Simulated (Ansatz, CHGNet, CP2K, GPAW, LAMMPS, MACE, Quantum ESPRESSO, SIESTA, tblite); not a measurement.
**Glassy 25SiO2-50B2O3-12CaO-12Na2O (mol %) (62 atoms): forces by two methods**

62 atoms (4 Si, 16 B, 2 Ca, 4 Na, 36 O) placed at random at 2.2 g/cm³, melted at 3000 K for 20 ps at fixed volume with the Buckingham and Coulomb pair potential of Guillot and Sator (Geochim. Cosmochim. Acta 71, 1249 (2007)) with the boron terms of Wang et al. (J. Non-Cryst. Solids 498, 294 (2018)). Quenched from 3000 K to 300 K at 20 K/ps and fixed volume, held 10 ps at zero pressure.

Two calculations on one geometry. First: Kohn-Sham DFT, PBE, SSSP efficiency 1.3.0 pseudopotentials, plane waves; sssp-1.3.0-efficiency; 60/480 Ry; levels smeared at 580 K (Quantum ESPRESSO 7.5; sssp-pbe-1.3.0-efficiency, cutoffs 60/480 Ry, Γ point). Second: Kohn-Sham DFT, PBE, PAW, atomic orbitals (dzp); LCAO dzp; h 0.18 Å; other mixer settings; levels smeared at 580 K (GPAW 26.7.0; Γ point).

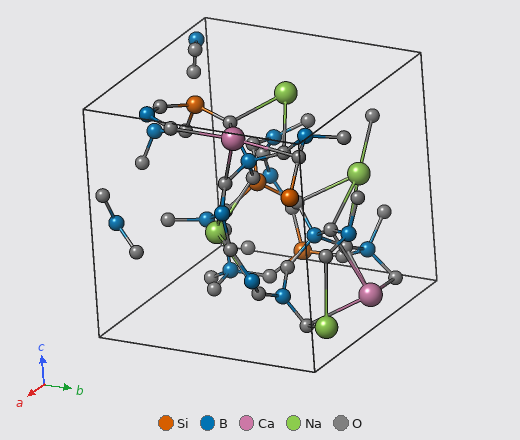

The structure (silicon orange, boron blue, calcium pink, sodium green, oxygen grey). Bonds to atoms that aren't drawn are left out. Some periodic images of atoms are drawn too.

Cell vectors (Å):

```
8.940 0.000 0.000
0.000 8.940 0.000
0.000 0.000 8.940
```

Atom, position (Å) and force of the first calculation (eV/Å):

```
1 Si 4.019 4.117 4.748 -1.251 0.768 -1.190
2 Si 8.771 8.307 6.683 -1.234 -0.638 -1.376
3 Si 1.095 4.063 0.861 1.656 -0.604 1.043
4 Si 5.538 2.666 8.165 0.861 -0.006 0.051
5 B 3.867 6.275 2.921 0.467 0.814 0.195
6 B 6.107 6.116 1.409 -2.974 -0.145 2.700
7 B 8.744 5.405 5.610 -1.662 0.580 -1.297
8 B 0.287 2.435 3.233 0.756 0.423 1.050
9 B 8.328 6.208 2.910 2.473 0.200 2.349
10 B 4.057 1.921 2.953 -0.316 -1.105 -0.419
11 B 5.291 8.568 3.906 -0.275 0.044 1.022
12 B 3.199 2.243 0.669 -2.177 -0.776 0.662
13 B 7.775 0.359 4.072 -0.606 -1.087 1.008
14 B 8.356 2.312 8.864 0.189 -1.854 -1.033
15 B 1.470 7.011 1.520 -0.921 0.257 0.644
16 B 1.520 3.441 5.387 0.428 2.010 -0.585
17 B 1.382 0.399 8.697 0.337 0.259 1.172
18 B 6.136 5.100 6.566 0.258 0.710 0.264
19 B 5.005 0.563 6.593 2.085 -2.259 -2.500
20 B 6.129 7.545 7.928 0.718 -0.468 -3.780
21 Ca 4.006 8.536 0.995 -0.846 0.574 0.581
22 Ca 8.081 5.685 8.313 0.105 0.315 -0.712
23 Na 2.218 7.322 4.840 0.045 -0.135 -0.343
24 Na 3.910 5.517 8.407 -0.174 -0.489 0.181
25 Na 7.524 8.712 1.165 0.728 0.509 0.319
26 Na 6.704 3.895 3.817 0.336 0.129 0.016
27 O 4.890 5.664 1.993 2.124 -0.174 -1.421
28 O 8.293 0.177 5.328 0.450 0.455 0.230
29 O 5.058 1.893 6.831 -0.663 0.311 -0.537
30 O 5.916 6.465 7.014 -0.521 -0.473 -0.079
31 O 0.283 1.283 0.227 -2.147 0.631 0.140
32 O 4.752 0.707 3.036 -0.659 1.217 -1.299
33 O 5.131 0.022 5.318 -0.818 0.705 1.568
34 O 0.997 2.633 4.414 -0.502 -0.246 -0.345
35 O 4.555 7.382 3.593 -0.204 -0.301 0.296
36 O 2.904 3.382 5.664 -1.129 -0.225 0.433
37 O 0.060 6.762 6.158 1.494 0.054 0.600
38 O 2.762 6.882 2.122 0.662 0.582 -0.563
39 O 3.291 5.302 3.833 0.136 -0.143 0.732
40 O 4.525 3.014 3.651 0.767 -0.448 0.009
41 O 7.508 4.874 6.202 0.442 -0.814 0.672
42 O 7.543 8.067 7.740 0.194 0.059 1.729
43 O 1.424 8.072 0.553 0.146 -0.603 -0.051
44 O 6.999 2.065 8.581 2.155 -0.270 1.034
45 O 1.053 5.700 0.896 -0.249 -2.069 -1.769
46 O 8.893 3.589 8.726 -1.331 0.812 -0.689
47 O 2.936 1.957 2.095 1.750 -0.244 1.910
48 O 2.632 1.069 8.910 1.569 -0.049 -1.177
49 O 2.493 3.448 0.334 -0.101 1.940 -0.396
50 O 5.276 4.718 5.515 -0.563 -0.319 -0.960
51 O 0.343 7.139 2.559 -0.379 0.585 0.117
52 O 5.967 6.953 0.329 0.147 0.909 1.052
53 O 8.251 1.401 3.281 0.375 1.263 -1.501
54 O 7.340 5.856 1.971 -0.521 -0.687 -0.747
55 O 0.874 4.533 5.952 1.001 -1.025 -0.130
56 O 6.772 8.443 3.606 0.610 0.897 -0.464
57 O 8.527 5.520 4.124 -1.243 0.055 -1.818
58 O 4.618 2.360 0.519 0.556 -0.005 -0.513
59 O 5.773 4.216 7.793 -0.027 0.855 0.680
60 O 1.160 0.062 7.292 -0.428 -0.373 -0.759
61 O 5.236 8.625 7.666 -1.414 0.358 2.046
62 O 0.444 3.351 2.180 -0.685 -1.250 1.947
```

Q: Give the forces of the second method.

Atom and force (eV/Å):

```
1 -1.465 0.821 -1.179
2 -1.248 -0.476 -1.331
3 1.888 -0.622 1.275
4 0.724 -0.059 -0.026
5 0.569 0.756 0.198
6 -2.994 -0.252 2.892
7 -1.756 0.607 -1.470
8 0.775 0.356 1.079
9 2.426 0.217 2.451
10 -0.476 -1.130 -0.456
11 -0.126 0.159 1.098
12 -2.267 -0.852 0.726
13 -0.689 -1.081 0.953
14 0.169 -1.898 -0.991
15 -1.069 0.230 0.780
16 0.338 2.044 -0.648
17 0.172 0.339 1.226
18 0.343 0.740 0.457
19 2.020 -2.370 -2.554
20 0.837 -0.453 -3.892
21 -0.786 0.547 0.599
22 0.077 0.381 -0.677
23 0.029 -0.140 -0.369
24 -0.145 -0.500 0.184
25 0.732 0.504 0.313
26 0.350 0.143 0.033
27 1.920 -0.488 -1.403
28 0.539 0.815 0.194
29 -0.946 0.576 -1.093
30 -0.659 -0.362 -0.257
31 -2.108 0.430 0.359
32 -0.509 1.152 -1.550
33 -0.789 0.508 1.524
34 -0.474 -0.619 -0.232
35 -0.273 -0.304 0.335
36 -1.171 -0.716 0.999
37 1.708 -0.364 0.419
38 0.836 0.706 -0.578
39 -0.313 0.088 0.622
40 1.230 -0.515 -0.203
41 0.497 -1.218 0.592
42 -0.141 -0.027 2.338
43 0.215 -0.673 -0.143
44 2.381 -0.772 1.144
45 -0.320 -1.622 -1.919
46 -1.567 1.057 -1.244
47 1.445 -0.328 1.889
48 1.773 -0.032 -1.395
49 0.290 2.020 -0.756
50 -0.205 -0.187 -0.948
51 -0.142 0.963 0.208
52 -0.031 1.134 0.977
53 0.149 1.301 -1.763
54 -0.459 -1.019 -0.855
55 1.141 -0.920 0.297
56 0.528 0.495 -0.775
57 -1.173 -0.154 -1.789
58 0.613 -0.112 0.225
59 0.028 1.647 0.768
60 0.185 -0.170 -0.926
61 -1.645 0.284 2.422
62 -1.101 -1.250 2.274
```

The two sets differ by 216 meV/Å r.m.s., 21 % of the r.m.s. force of the Quantum ESPRESSO run. The network of bonds at the start is that of the classical potential that made the cell, and needn't be the one that DFT or experiment would give. The electronic-structure runs sample only Γ, in a cell whose shortest periodic width is 9 Å.

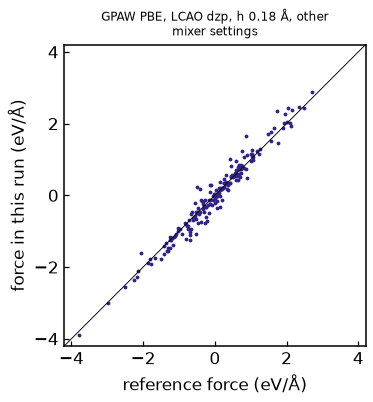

Force components against those of the reference; the line marks equality.

[Logs are printed without paths, hosts, clocks, repeated set-up lines and the standing remarks that a program may print on its own settings, such as how far it seeks lower states.]

[Hosts, paths, dates, database ids (printed as entryN), source tags and the programs' standing remarks are cut or masked in the printed files.]
